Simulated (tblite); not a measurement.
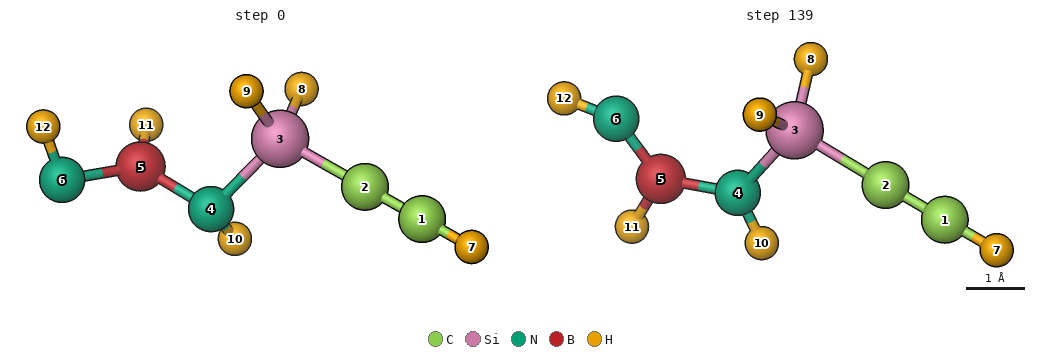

The structure of C₂H₆BN₂Si (multiplicity 2) before (left) and after (right) a relaxation, at one scale.

The picture is a ball-and-stick view, seen at a tilt.

Level of theory: tblite 0.8.0, GFN2-xTB geometry optimisation, gas phase. 

What changed between the two?

The largest move after the best rigid fit is that of H11, 1.88 Å. Largest moves by element: H 1.88 Å, N 1.25 Å, C 0.36 Å, Si 0.36 Å, B 0.22 Å. Near-neighbour distances that change, for instance: B5–N6 1.517 → 1.334 Å, N4–B5 1.521 → 1.425 Å, Si3–N4 1.796 → 1.734 Å, C2–Si3 1.801 → 1.856 Å. Bond angles that change, for instance: B5–N6–H12 106.7° → 138.5°, Si3–N4–B5 108.1° → 126.1°, Si3–N4–H10 107.9° → 117.0°. Groups turn about B5–N6 by about 55°. The energy falls by 1.443 eV in 139 geometry steps.
